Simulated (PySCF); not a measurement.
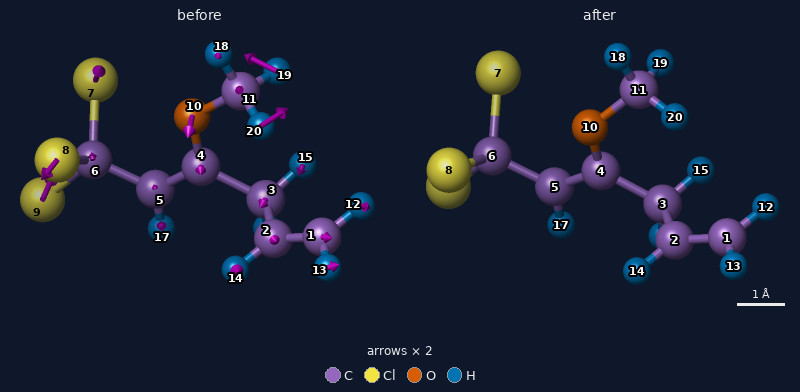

The structure of C$_{7}$H$_{9}$Cl$_{3}$O before (left) and after (right) a relaxation, at one scale. The purple arrows give the displacements, 2 times their true length.

Style: ball-and-stick. Shown at a tilt.

The start comes from GFN2-xTB. Its atoms were then displaced at random by about 0.01 Å.

Method: PBE0-D3(BJ)/def2-SVP geometry optimisation, gas phase (PySCF). 

Question: Describe what moved and what it gained.

Answer: Over 15 geometry steps the energy falls by 26.6 kJ/mol. The atom that moves furthest after the best rigid fit is an H atom (0.49 Å). Largest moves by element: H 0.49 Å, Cl 0.43 Å, O 0.34 Å, C 0.14 Å. Some distances before and after: C–C 1.557 → 1.503 Å, C–C 1.289 → 1.333 Å, C–H 1.129 → 1.093 Å, C–H 1.056 → 1.089 Å. Among the angles between lasting bonds that change: H–C–H 113.2° → 117.0°, C–C–C 121.0° → 124.3°, C–C–H 124.1° → 121.5°. Groups turn about C–O by about 30°.
